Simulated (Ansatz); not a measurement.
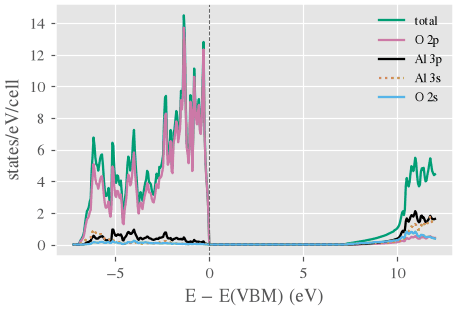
Total and projected density of states of Al2O3 (corundum, R-3c), r²SCAN (plane waves, PAW; program Ansatz)

Task: Which orbitals carry the states next to the gap?

Result: Top 1 eV of the valence band: O 2p 96 %. Bottom 1 eV of the conduction band: Al 3s 42 %, O 2s 38 %, Al 3p 14 %, O 2p 6 %. Projections are on Löwdin-orthogonalised atomic valence shells; empty p or d shells of many metals are not among them.

Task: Where is the tallest occupied peak in this window, and what makes it?

Result: Near -1.3 eV, about 14 states/eV per cell; the largest projected share is O 2p.

The cell was relaxed with r²SCAN under the symmetry of its start.

Potentials: the later of the program's two PAW sets.
